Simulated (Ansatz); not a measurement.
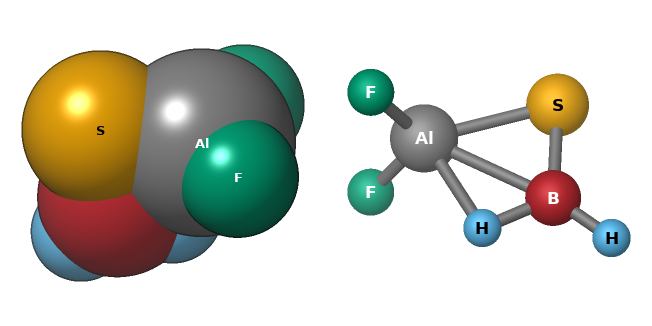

Two views of one molecule.

The computed structure is the end point of a PBE0-D4/def2-TZVP optimisation.

**Which formula does it have?**

AlBF₂H₂S, 7 atoms: 1 aluminium, 1 boron, 2 fluorine, 2 hydrogen and 1 sulfur.

**How many sets of symmetry-equivalent atoms are there?**

6: 1 B, 1 S, 1 Al, 2 F, 1 H, 1 H.

**Count the bonded pairs by element.**

2 Al–F, 2 B–H, 1 B–S, 1 Al–S, 1 Al–B, 1 Al–H. Sticks follow a distance rule.

**Which point group does it belong to?**

Cs.

More results for the same structure follow; atom numbers are the same in all pictures, views and colours differ.

**Geometry**

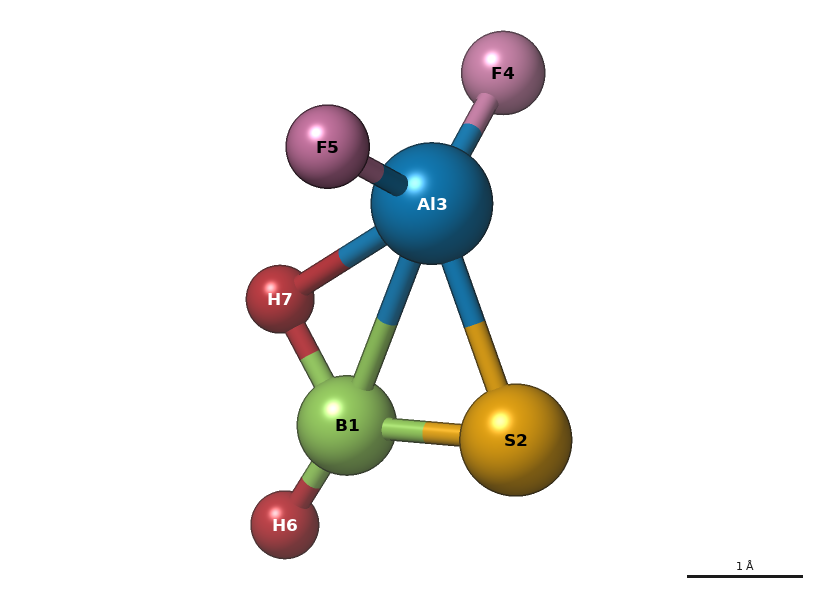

The atoms are numbered.

Which atoms are bonded, and how long are the bonds?

```tsv
bond	length (Å)
B1–S2	1.757
B1–Al3	2.317
B1–H6	1.187
B1–H7	1.246
S2–Al3	2.187
Al3–F4	1.639
Al3–F5	1.639
Al3–H7	1.924
```

**Levels of theory compared**

Program: Ansatz 0.2.0.

At this fixed geometry, give HOMO energy (eV), HOMO–LUMO gap (eV), dipole (D) at these levels: B3LYP-D4/def2-TZVPP; PBE-D4/def2-TZVPP; r2SCAN-D4/def2-TZVPP; ωB97M-V/def2-TZVPP.

| level | HOMO energy (eV) | HOMO–LUMO gap (eV) | dipole (D) |
| --- | --- | --- | --- |
| B3LYP-D4/def2-TZVPP | −8.92 | 6.40 | 1.89 |
| PBE-D4/def2-TZVPP | −7.87 | 4.59 | 1.81 |
| r2SCAN-D4/def2-TZVPP | −8.16 | 5.14 | 1.85 |
| ωB97M-V/def2-TZVPP | −11.27 | 10.95 | 1.87 |

**Thermal motion**

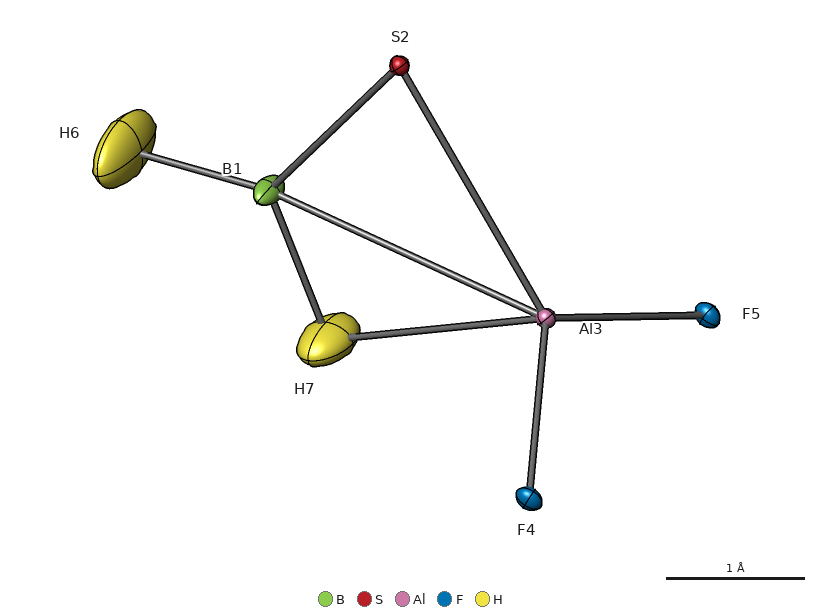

Displacement ellipsoids at the 50 % level, from the internal vibrations of the free molecule (harmonic, no overall translation or rotation; no half-axis is drawn under 0.075 Å). Vibrations computed with RKS PBE0-D4/def2-TZVP (Ansatz 0.2.0). Temperature: 200 K.

Give the displacement parameters, one line for each set of equivalent atoms.

| atom | U_eq (Å²) | rms amplitudes (Å) |
| --- | --- | --- |
| B1 | 0.0064 | 0.038, 0.064, 0.117 |
| S2 | 0.0013 | 0.017, 0.035, 0.050 |
| Al3 | 0.0017 | 0.031, 0.043, 0.049 |
| F4, F5 | 0.0033 | 0.040, 0.059, 0.068 |
| H6 | 0.0348 | 0.093, 0.152, 0.269 |
| H7 | 0.0227 | 0.095, 0.131, 0.205 |

**Vibrations**

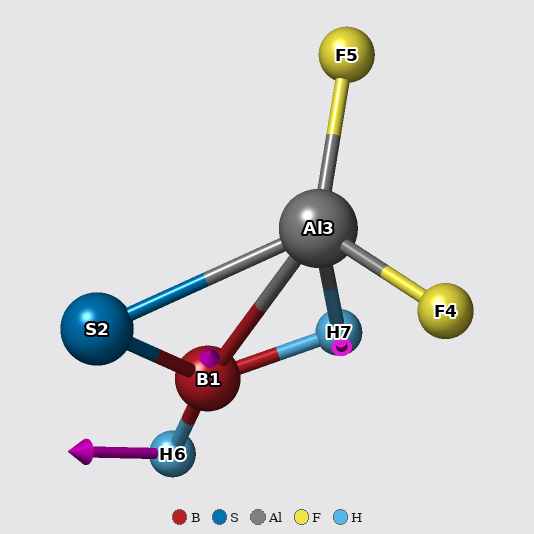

The arrows show one normal mode. Harmonic vibrations computed with RKS PBE0-D4/def2-TZVP (Ansatz 0.2.0) at a stationary point of the same level.

**At what wavenumber does it lie?**

840 cm⁻¹; it is mode 9 of 15 counted from the lowest.

**Charges**

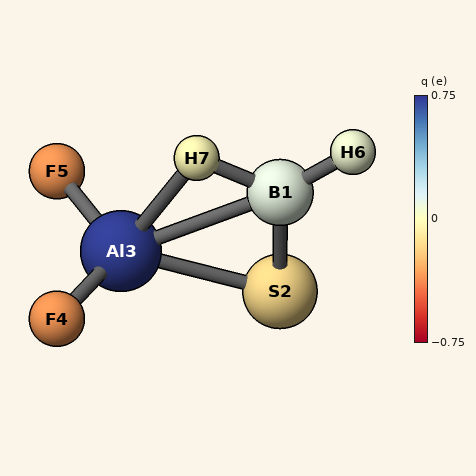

Atoms are coloured by their Mulliken charges. Properties computed with RKS r2SCAN-D4/def2-TZVPP (Ansatz 0.2.0).

Give the Mulliken charges atom by atom.

| atom | value (e) |
| --- | --- |
| B1 | 0.10 |
| S2 | −0.16 |
| Al3 | 0.72 |
| F4 | −0.34 |
| F5 | −0.34 |
| H6 | 0.05 |
| H7 | −0.03 |

Mulliken values depend strongly on the basis set and can even reverse the polarity of a bond.
